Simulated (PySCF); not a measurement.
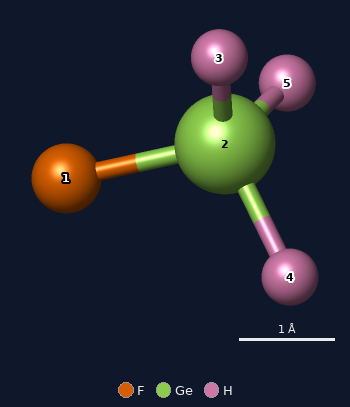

The starting structure (ball-and-stick view, seen at a tilt; atoms are numbered from 1 in the order of the input). Sticks mark near contacts.

Geometry relaxation, with input and output: GeH3F (charge +1) (part 1 of 2)

System: GeH3F, charge +1, multiplicity 2.
Method: HF/6-31G*, UHF (PySCF 2.14.0).

The atoms were displaced at random from an optimised geometry. The geometry is that of the parent species in another charge or spin state. Figures and captions count atoms from 1; the log counts them from 0 in places.

## Input file (calc.py)
```python
import numpy
from pyscf import gto, scf, symm
from pyscf.hessian import thermo
from pyscf.geomopt.geometric_solver import kernel as optimise

mol = gto.Mole()
mol.atom = [
    ('F', (-1.073095, 0.456113, 1.197001)),
    ('Ge', (0.067494, -0.021727, -0.051616)),
    ('H', (1.312930, -0.498458, 0.676786)),
    ('H', (-0.636663, -1.205571, -0.860098)),
    ('H', (0.320939, 1.148223, -0.939608)),
]
mol.verbose = 3
mol.basis = '6-31g*'
mol.max_memory = 1860
mol.charge = 1
mol.spin = 1
mol.build()

hf = scf.UHF(mol)
hf.conv_tol = 1e-10
hf = hf.newton()
converged, mol_eq = optimise(hf, maxsteps=80)
print('converged:', converged)
print(mol_eq.tostring())

hf.reset(mol_eq)
mol = mol_eq
hf.kernel()
e_final = hf.e_tot
print('E(%s) = %.9f' % ('HF', e_final))
hess = hf.Hessian().kernel()
modes = thermo.harmonic_analysis(mol, hess)
print('frequencies (1/cm)', numpy.round(modes['freq_wavenumber'], 1))
symm.geom.TOLERANCE = 1e-3  # for the symmetry number
th = thermo.thermo(hf, modes['freq_au'], 298.15, 101325)
thermo.dump_thermo(mol, th)
```

Launched with:
```bash
OMP_NUM_THREADS=1 python calc.py
```

## The program's output
```
#|     Arguments passed to driver run_optimizer():      |#
customengine              <pyscf.geomopt.geometric_solver.PySCFEngine object>
maxiter                   80
----------------------------------------------------------
Custom engine selected.
Bonds will be generated from interatomic distances less than 1.20 times sum of covalent radii
15 internal coordinates being used (instead of 15 Cartesians)
Internal coordinate system (atoms numbered from 1):
Distance 1-2
Distance 2-3
Distance 2-4
Distance 2-5
Angle 1-2-3
Angle 1-2-4
Angle 1-2-5
Angle 3-2-4
Angle 3-2-5
Angle 4-2-5
Translation-X 1-5
Translation-Y 1-5
Translation-Z 1-5
Rotation-A 1-5
Rotation-B 1-5
Rotation-C 1-5
<class 'geometric.internal.Distance'> : 4
<class 'geometric.internal.Angle'> : 6
<class 'geometric.internal.TranslationX'> : 1
<class 'geometric.internal.TranslationY'> : 1
<class 'geometric.internal.TranslationZ'> : 1
<class 'geometric.internal.RotationA'> : 1
<class 'geometric.internal.RotationB'> : 1
<class 'geometric.internal.RotationC'> : 1
> ===== Optimization Info: ====
> Job type: Energy minimization
> Maximum number of optimization cycles: 80
> Initial / maximum trust radius (Angstrom): 0.100 / 0.300
> Convergence Criteria:
> Will converge when all 5 criteria are reached:
>  |Delta-E| < 1.00e-06
>  RMS-Grad  < 3.00e-04
>  Max-Grad  < 4.50e-04
>  RMS-Disp  < 1.20e-03
>  Max-Disp  < 1.80e-03
> === End Optimization Info ===

Geometry optimization cycle 1
Cartesian coordinates (Angstrom)
 Atom        New coordinates             dX        dY        dZ
   F  -1.073095   0.456113   1.197001    0.000000  0.000000  0.000000
  Ge   0.067494  -0.021727  -0.051616    0.000000  0.000000  0.000000
   H   1.312930  -0.498458   0.676786    0.000000  0.000000  0.000000
   H  -0.636663  -1.205571  -0.860098    0.000000  0.000000  0.000000
   H   0.320939   1.148223  -0.939608    0.000000  0.000000  0.000000

WARN: Mole.unit (angstrom) is changed to Bohr

WARN: HOMO -0.370739487908768 >= LUMO -0.370739487908768

converged SCF energy = -2175.83267124761  <S^2> = 0.76634489  2S+1 = 2.0162786
--------------- SecondOrderUHF_Scanner gradients ---------------
         x                y                z
0 F    -0.0248459173     0.0223025795     0.0421438001
1 Ge    -0.0067104127    -0.0796710320    -0.0947555125
2 H    -0.0003171947     0.0238277206     0.0015474633
3 H     0.0212685698     0.0388795933     0.0257591495
4 H     0.0106049549    -0.0053388614     0.0253050997
----------------------------------------------
cycle 1: E = -2175.83267125  dE = -2175.83  norm(grad) = 0.149134
Step    0 : Gradient = 6.669e-02/1.240e-01 (rms/max) Energy = -2175.8326712476
Hessian Eigenvalues: 5.00000e-02 5.00000e-02 5.00000e-02 ... 1.60324e-01 1.72876e-01 2.97855e-01

Geometry optimization cycle 2
Cartesian coordinates (Angstrom)
 Atom        New coordinates             dX        dY        dZ
   F  -1.089720   0.416275   1.152292   -0.016625 -0.039838 -0.044709
  Ge   0.123282   0.088020   0.037000    0.055788  0.109747  0.088616
   H   1.328079  -0.601163   0.695691    0.015149 -0.102705  0.018905
   H  -0.638773  -1.206010  -0.838919   -0.002110 -0.000439  0.021179
   H   0.268737   1.181459  -1.023599   -0.052202  0.033236 -0.083991
converged SCF energy = -2175.86557739679  <S^2> = 0.75710301  2S+1 = 2.0070904
--------------- SecondOrderUHF_Scanner gradients ---------------
         x                y                z
0 F    -0.0002397268     0.0059314808     0.0076295690
1 Ge    -0.0247423895    -0.0414714611    -0.0325950670
2 H     0.0072708450     0.0074482039     0.0059215076
3 H     0.0112746415     0.0203923427     0.0141377117
4 H     0.0064366299     0.0076994338     0.0049062787
----------------------------------------------
cycle 2: E = -2175.8655774  dE = -0.0329061  norm(grad) = 0.0670745
Step    1 : Displace = 9.934e-02/1.517e-01 (rms/max) Trust = 1.000e-01 (=) Grad = 3.000e-02/5.826e-02 (rms/max) E (change) = -2175.8655773968 (-3.291e-02) Quality = 1.169
Hessian Eigenvalues: 5.00000e-02 5.00000e-02 5.00000e-02 ... 1.63421e-01 1.85381e-01 3.34878e-01

Geometry optimization cycle 3
Cartesian coordinates (Angstrom)
 Atom        New coordinates             dX        dY        dZ
   F  -1.136388   0.360295   1.113084   -0.046668 -0.055980 -0.039208
  Ge   0.218370   0.252678   0.158477    0.095087  0.164658  0.121477
   H   1.289744  -0.699122   0.639871   -0.038335 -0.097959 -0.055820
   H  -0.593386  -1.141496  -0.794931    0.045387  0.064514  0.043988
   H   0.213265   1.106226  -1.094036   -0.055472 -0.075233 -0.070438
converged SCF energy = -2175.87512893087  <S^2> = 0.75311796  2S+1 = 2.0031155
--------------- SecondOrderUHF_Scanner gradients ---------------
         x                y                z
0 F     0.0034182118    -0.0046449554    -0.0069646902
1 Ge    -0.0056564385    -0.0008950126     0.0047715693
2 H    -0.0032714587    -0.0024301364    -0.0046607761
3 H     0.0066928689     0.0130263909     0.0094438115
4 H    -0.0011831835    -0.0050562866    -0.0025899146
----------------------------------------------
cycle 3: E = -2175.87512893  dE = -0.00955153  norm(grad) = 0.0226496
Step    2 : Displace = 1.370e-01/2.257e-01 (rms/max) Trust = 1.414e-01 (+) Grad = 1.013e-02/1.743e-02 (rms/max) E (change) = -2175.8751289309 (-9.552e-03) Quality = 0.701
Hessian Eigenvalues: 5.00000e-02 5.00000e-02 5.00000e-02 ... 1.85152e-01 2.76479e-01 3.38140e-01

Geometry optimization cycle 4
Cartesian coordinates (Angstrom)
 Atom        New coordinates             dX        dY        dZ
   F  -1.101188   0.420250   1.151986    0.035199  0.059956  0.038902
  Ge   0.189052   0.194891   0.116547   -0.029317 -0.057787 -0.041930
   H   1.311017  -0.648377   0.682796    0.021273  0.050745  0.042925
   H  -0.639820  -1.248847  -0.879400   -0.046433 -0.107350 -0.084470
   H   0.232544   1.160662  -1.049463    0.019278  0.054437  0.044574
converged SCF energy = -2175.87842764666  <S^2> = 0.75267814  2S+1 = 2.0026763
--------------- SecondOrderUHF_Scanner gradients ---------------
         x                y                z
0 F     0.0002516704     0.0012563096     0.0009977772
1 Ge    -0.0057033625    -0.0121677255    -0.0082700943
2 H     0.0000741601     0.0028416373     0.0001220561
3 H     0.0039843252     0.0072571269     0.0051017816
4 H     0.0013932067     0.0008126516     0.0020484793
----------------------------------------------
cycle 4: E = -2175.87842765  dE = -0.00329872  norm(grad) = 0.019002
Step    3 : Displace = 9.307e-02/1.443e-01 (rms/max) Trust = 1.414e-01 (=) Grad = 8.498e-03/1.578e-02 (rms/max) E (change) = -2175.8784276467 (-3.299e-03) Quality = 0.825
Hessian Eigenvalues: 5.00000e-02 5.00000e-02 5.00000e-02 ... 1.84693e-01 3.30642e-01 3.95920e-01

Geometry optimization cycle 5
Cartesian coordinates (Angstrom)
 Atom        New coordinates             dX        dY        dZ
   F  -1.096370   0.432587   1.160740    0.004818  0.012337  0.008754
  Ge   0.203845   0.219485   0.132657    0.014793  0.024594  0.016110
   H   1.310222  -0.653896   0.690404   -0.000795 -0.005519  0.007608
   H  -0.650212  -1.284388  -0.910789   -0.010393 -0.035542 -0.031389
   H   0.224120   1.164792  -1.050546   -0.008424  0.004130 -0.001083
converged SCF energy = -2175.87986414592  <S^2> = 0.7519781  2S+1 = 2.0019771
--------------- SecondOrderUHF_Scanner gradients ---------------
         x                y                z
0 F    -0.0015179156     0.0010573493     0.0018142433
1 Ge    -0.0018416578    -0.0069655800    -0.0065540606
2 H     0.0004296226     0.0011176692     0.0004298980
3 H     0.0024218799     0.0043686170     0.0030347383
4 H     0.0005080709     0.0004219445     0.0012751811
----------------------------------------------
cycle 5: E = -2175.87986415  dE = -0.0014365  norm(grad) = 0.0118077
Step    4 : Displace = 2.782e-02/4.863e-02 (rms/max) Trust = 2.000e-01 (+) Grad = 5.281e-03/9.740e-03 (rms/max) E (change) = -2175.8798641459 (-1.436e-03) Quality = 1.563
Hessian Eigenvalues: 2.84405e-02 5.00000e-02 5.00000e-02 ... 1.85081e-01 3.38586e-01 3.55419e-01

Geometry optimization cycle 6
Cartesian coordinates (Angstrom)
 Atom        New coordinates             dX        dY        dZ
   F  -1.084804   0.446531   1.170344    0.011566  0.013945  0.009604
  Ge   0.224178   0.256404   0.158772    0.020333  0.036919  0.026115
   H   1.303725  -0.656537   0.698690   -0.006497 -0.002640  0.008286
   H  -0.667275  -1.337115  -0.955383   -0.017062 -0.052727 -0.044593
   H   0.215780   1.169296  -1.049958   -0.008339  0.004504  0.000588
converged SCF energy = -2175.88086968416  <S^2> = 0.75122381  2S+1 = 2.0012234
--------------- SecondOrderUHF_Scanner gradients ---------------
         x                y                z
0 F     0.0010948751    -0.0002693228    -0.0010424044
1 Ge    -0.0006544124    -0.0015479299    -0.0003042315
2 H    -0.0009833509     0.0001977511    -0.0001628601
3 H     0.0010946113     0.0019190211     0.0013047782
4 H    -0.0005517230    -0.0002995195     0.0002047178
----------------------------------------------
cycle 6: E = -2175.88086968  dE = -0.00100554  norm(grad) = 0.00365057
Step    5 : Displace = 4.036e-02/7.121e-02 (rms/max) Trust = 2.828e-01 (+) Grad = 1.633e-03/2.566e-03 (rms/max) E (change) = -2175.8808696842 (-1.006e-03) Quality = 1.242
Hessian Eigenvalues: 1.80597e-02 5.00000e-02 5.00000e-02 ... 1.84909e-01 3.38451e-01 3.97176e-01

Geometry optimization cycle 7
Cartesian coordinates (Angstrom)
 Atom        New coordinates             dX        dY        dZ
   F  -1.081458   0.457607   1.180135    0.003346  0.011076  0.009791
  Ge   0.230310   0.270484   0.168652    0.006132  0.014079  0.009880
   H   1.307542  -0.651992   0.704539    0.003816  0.004544  0.005849
   H  -0.682833  -1.374040  -0.984505   -0.015558 -0.036924 -0.029122
   H   0.218045   1.176521  -1.046355    0.002264  0.007225  0.003602
converged SCF energy = -2175.88109581051  <S^2> = 0.75092801  2S+1 = 2.0009278
--------------- SecondOrderUHF_Scanner gradients ---------------
         x                y                z
0 F    -0.0004572901    -0.0000627961     0.0002154526
1 Ge     0.0005078952    -0.0002344678    -0.0007861408
2 H    -0.0001564443    -0.0005314781     0.0001763876
3 H     0.0005894600     0.0009418863     0.0006005948
4 H    -0.0004836208    -0.0001131442    -0.0002062941
----------------------------------------------
cycle 7: E = -2175.88109581  dE = -0.000226126  norm(grad) = 0.00184745
Step    6 : Displace = 2.513e-02/4.955e-02 (rms/max) Trust = 3.000e-01 (+) Grad = 8.262e-04/1.263e-03 (rms/max) E (change) = -2175.8810958105 (-2.261e-04) Quality = 1.400
Hessian Eigenvalues: 9.94411e-03 5.00000e-02 5.00000e-02 ... 1.90214e-01 3.54292e-01 3.83359e-01

Geometry optimization cycle 8
Cartesian coordinates (Angstrom)
 Atom        New coordinates             dX        dY        dZ
   F  -1.076053   0.467031   1.187095    0.005405  0.009424  0.006959
  Ge   0.233764   0.279791   0.176296    0.003454  0.009308  0.007644
   H   1.310748  -0.642323   0.709166    0.003207  0.009669  0.004627
   H  -0.700610  -1.410268  -1.011071   -0.017777 -0.036229 -0.026566
   H   0.223755   1.184349  -1.039020    0.005711  0.007828  0.007335
converged SCF energy = -2175.88118710512  <S^2> = 0.75071006  2S+1 = 2.0007099
--------------- SecondOrderUHF_Scanner gradients ---------------
         x                y                z
0 F     0.0005239880    -0.0000157199    -0.0003168232
1 Ge    -0.0002115540    -0.0002543978     0.0000639402
2 H    -0.0003471677     0.0000736098     0.0000177810
3 H     0.0002334746     0.0002748190     0.0001328715
4 H    -0.0001987409    -0.0000783111     0.0001022304
----------------------------------------------
cycle 8: E = -2175.88118711  dE = -9.12946e-05  norm(grad) = 0.000904865
Step    7 : Displace = 2.421e-02/4.832e-02 (rms/max) Trust = 3.000e-01 (=) Grad = 4.047e-04/6.125e-04 (rms/max) E (change) = -2175.8811871051 (-9.129e-05) Quality = 1.230
Hessian Eigenvalues: 7.11746e-03 5.00000e-02 5.00000e-02 ... 1.92660e-01 3.72515e-01 3.78728e-01

Geometry optimization cycle 9
Cartesian coordinates (Angstrom)
 Atom        New coordinates             dX        dY        dZ
   F  -1.076150   0.469665   1.189600   -0.000097  0.002634  0.002506
  Ge   0.235808   0.284685   0.179978    0.002044  0.004894  0.003683
   H   1.314133  -0.638648   0.710580    0.003384  0.003675  0.001414
   H  -0.709464  -1.425112  -1.020887   -0.008854 -0.014844 -0.009816
   H   0.227278   1.187990  -1.036806    0.003523  0.003641  0.002214
converged SCF energy = -2175.88119988474  <S^2> = 0.75062974  2S+1 = 2.0006296
--------------- SecondOrderUHF_Scanner gradients ---------------
         x                y                z
0 F    -0.0001195834     0.0000917497     0.0001812337
1 Ge     0.0000421611    -0.0000781153    -0.0001699371
2 H     0.0000196356    -0.0000810391     0.0000450214
3 H     0.0001050504     0.0000578169    -0.0000105266
4 H    -0.0000472637     0.0000095878    -0.0000457913
----------------------------------------------
cycle 9: E = -2175.88119988  dE = -1.27796e-05  norm(grad) = 0.000346718
Step    8 : Displace = 1.007e-02/1.986e-02 (rms/max) Trust = 3.000e-01 (=) Grad = 1.551e-04/2.357e-04 (rms/max) E (change) = -2175.8811998847 (-1.278e-05) Quality = 1.184
Hessian Eigenvalues: 5.54151e-03 5.00000e-02 5.00000e-02 ... 1.96503e-01 3.76347e-01 3.99414e-01

Geometry optimization cycle 10
Cartesian coordinates (Angstrom)
 Atom        New coordinates             dX        dY        dZ
   F  -1.076087   0.469409   1.189184    0.000063 -0.000256 -0.000417
  Ge   0.236905   0.286432   0.181152    0.001097  0.001747  0.001173
   H   1.315374  -0.636848   0.710956    0.001241  0.001800  0.000377
   H  -0.713531  -1.429810  -1.023114   -0.004067 -0.004698 -0.002227
   H   0.228944   1.189397  -1.035713    0.001665  0.001408  0.001094
converged SCF energy = -2175.88120141601  <S^2> = 0.75060318  2S+1 = 2.0006031
--------------- SecondOrderUHF_Scanner gradients ---------------
         x                y                z
0 F     0.0000507388     0.0000531345     0.0000255556
1 Ge    -0.0000854770    -0.0000050973     0.0000362358
2 H    -0.0000119202    -0.0000171719    -0.0000149086
3 H     0.0000571020    -0.0000010447    -0.0000404524
4 H    -0.0000104435    -0.0000298207    -0.0000064303
```
